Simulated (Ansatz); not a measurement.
# Zr3N4 (space group I-43d), energy against volume

Zr$_{3}$N$_{4}$ (space group I-43d)

```xyz
14
Lattice="-3.3913 3.3913 3.3913 3.3913 -3.3913 3.3913 3.3913 3.3913 -3.3913" Properties=species:S:1:pos:R:3 pbc="T T T"
Zr     0.0000     5.0869     0.8478
Zr     0.0000     1.6956     2.5435
Zr     0.8478     0.0000     5.0869
Zr     2.5435     0.0000     1.6956
Zr     5.0869     0.8478     0.0000
Zr     1.6956     2.5435     0.0000
N      2.1499     2.1499     2.1499
N      0.4542    -0.4542     2.9371
N      1.2414     4.6327    -1.2414
N      2.9371     0.4542    -0.4542
N     -1.2414     1.2414     4.6327
N      0.4542     0.4542     0.4542
N      4.6327    -1.2414     1.2414
N     -0.4542     2.9371     0.4542
```

Equation-of-state scan: isotropic scaling of the cell above, V₀ being its volume. The atoms relax within the cell's symmetry.

Calculation: PBE (plane waves to 420 eV, PAW, scalar-relativistic; Ansatz, an electronic-structure program). k mesh 6×6×6 (Γ-centred), Fermi-Dirac smearing 0.05 eV. The energy includes the smearing's −TS. Zr3N4 is run without spin polarisation. Zr3N4 was relaxed with its symmetry unable to fall. The zero of ΔE is the relaxed starting cell.

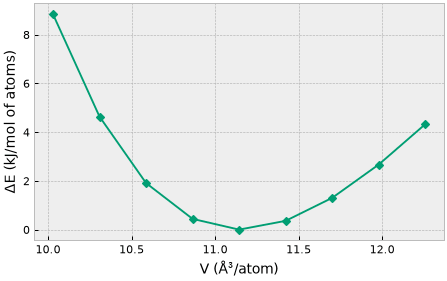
*ΔE (kJ/mol of atoms) against V (Å³/atom); computed points joined by lines.*

The energy cost of the largest compression is 91.6 meV/atom. The bulk modulus B₀ (third-order Birch-Murnaghan fit) comes out as 183 GPa, the pressure derivative B₀′ (fit) comes out as 9.3 and the energy cost of the largest expansion comes out as 44.8 meV/atom. The pressure at the smallest volume is 29.9 GPa.

Check by three points about V = 11.144 Å³/atom, step 0.279: d²E/dV² ≈ (4.6 − 2·0.0 + 3.7) meV / 0.279² = 0.107 eV/Å⁶, and V·d²E/dV² × 160.2 = 191 GPa.

(A scan under strain: stresses follow from slopes of the energy per volume, elastic moduli from its curvatures.)
